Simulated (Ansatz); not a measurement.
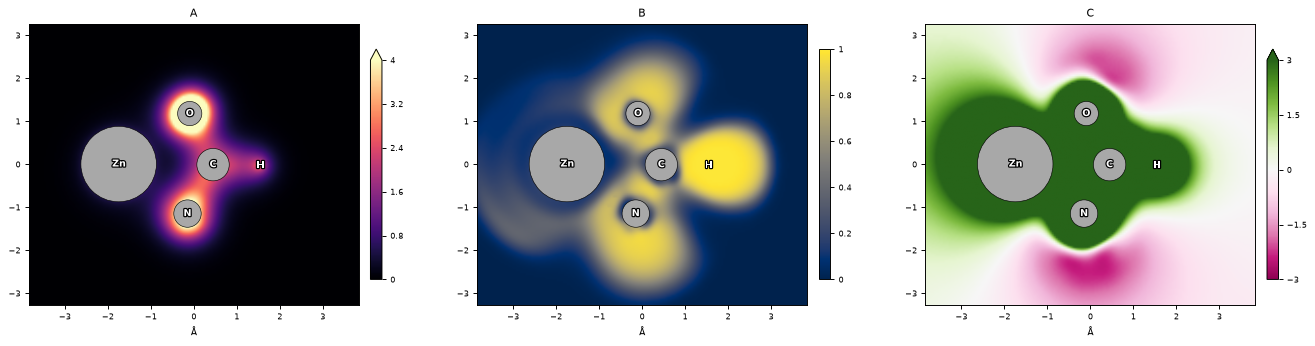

CHNOZn: 3 fields on the molecular plane, with unlabelled colour scales. Grey discs cover the atomic cores.

Geometry: PBE0-D4/def2-TZVP.

The calculation used RKS PBE0-D4/def2-TZVPP in Ansatz 0.2.0.

> Which field does each panel show? The fields are: electron density, electron localisation function and electrostatic potential.

Panel A: electron density. Panel B: electron localisation function. Panel C: electrostatic potential (strongly positive close to the atoms, with negative regions outside electron-rich atoms). From the grid: C–N (1.28 Å): the density is about 2.8 e/Å³ at the midpoint; the ELF peaks at about 0.90 between the atoms; a covalent bond. C–O (1.31 Å): ρ at the midpoint is about 2.7 e/Å³; the ELF peaks at about 0.85 between the atoms: a polar covalent bond.
